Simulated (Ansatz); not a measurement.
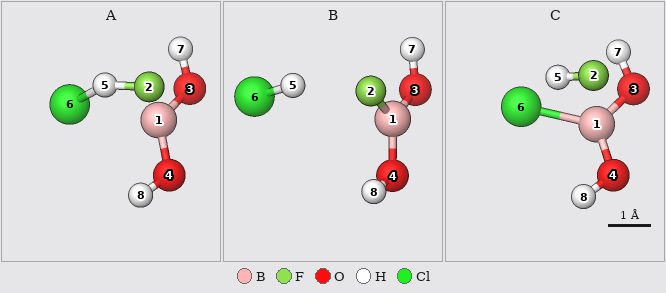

3 geometries from a converged minimum-energy path of BH$_{3}$O$_{2}$ClF, shuffled. A ball-and-stick model, seen at a tilt.

Method: Ansatz 0.2.0, RKS PBE/def2-SVP. Set-up: 7 movable images; climbing image; force threshold 0.03 eV/Å; iteration limit 60; starting path through a guess of the saddle point.

> Which of them lies highest in energy?

A. In order along the path, whose images run from 0 to 8: B (image 1, +0.9 kJ/mol), A (image 5, +111.3 kJ/mol), C (image 7, +60.0 kJ/mol). Breaking: B1–F2 (1.38 → 1.68 at the top → 2.86 Å), H5–Cl6 (1.30 → 1.61 at the top → 2.19 Å). Forming: B1–Cl6 (3.60 → 2.17 at the top → 1.84 Å), F2–H5 (1.97 → 1.12 at the top → 0.94 Å).
